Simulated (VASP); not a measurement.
Band structure of CdF$_{2}$ (fluorite). Level of theory: AM05 GGA, VASP's PBE PAW potentials (set 64) (plane waves; VASP 6.6.1).

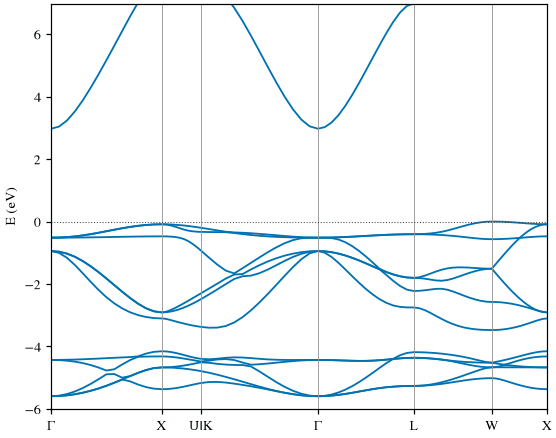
Figure. Bands along high-symmetry lines, zero at the valence-band maximum or, without a gap, the Fermi level

**Question.** Read the plot: is there a gap, and where are the band edges?

**Answer.** The gap is indirect, 2.97 eV, from the valence maximum at W to the conduction minimum at Γ. (Edges off the drawn lines would not show.)

Measured: gap 7.80 eV (computed value off by -4.83 eV), as given by Giancarlo Cappellini et al., Physical Review B (2013), arXiv:1302.2571.

The compound is CdF2 in the fluorite structure. It was relaxed first.
